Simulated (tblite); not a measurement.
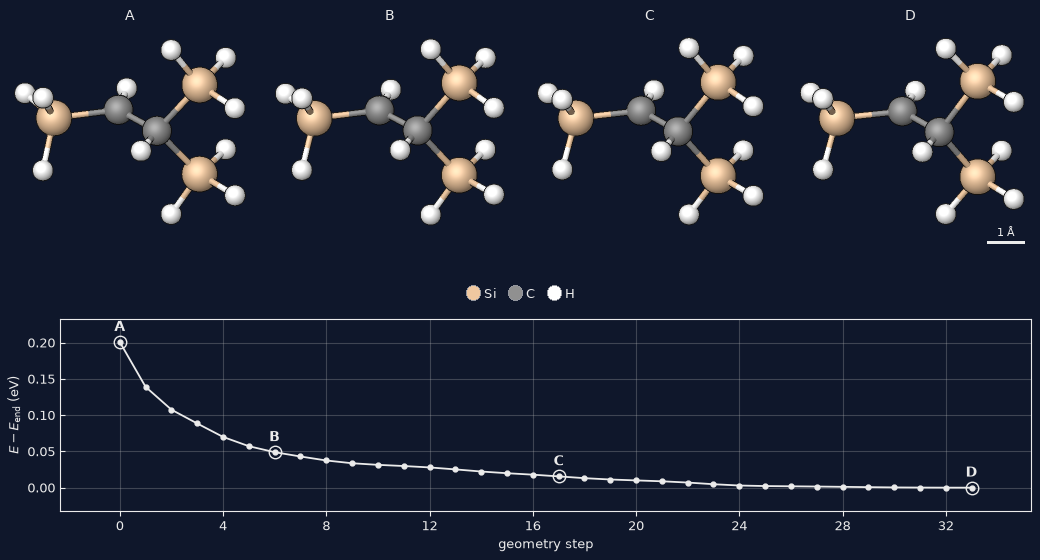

Frames of a relaxation of C₂H₁₁Si₃ (multiplicity 2), marked on the history of the run. The picture is a ball-and-stick view, seen at a tilt.

The calculation used GFN2-xTB geometry optimisation, gas phase (tblite 0.8.0). 

### What happens along the run?

An H atom moves most after the best rigid fit: 0.27 Å. By element the largest moves are H 0.27 Å, C 0.14 Å, Si 0.12 Å. Some distances before and after: C–C 1.505 → 1.460 Å, C–Si 1.894 → 1.919 Å, H–Si 1.486 → 1.463 Å, C–Si 1.835 → 1.844 Å. Bond angles that change, for instance: Si–C–Si 102.8° → 112.0°, C–C–H 122.6° → 115.8°, C–C–Si 114.9° → 109.4°. Over 33 geometry steps the energy falls by 0.201 eV. The run took 0.23 s on 1 thread of Arm Neoverse V1 (shared host). From step 0 to 6: an H atom moves most (0.13 Å), energy −0.152 eV. From step 6 to 17: an H atom moves most (0.09 Å), energy −0.033 eV. From step 17 to 33: H atoms move most (0.13 Å), energy −0.016 eV.
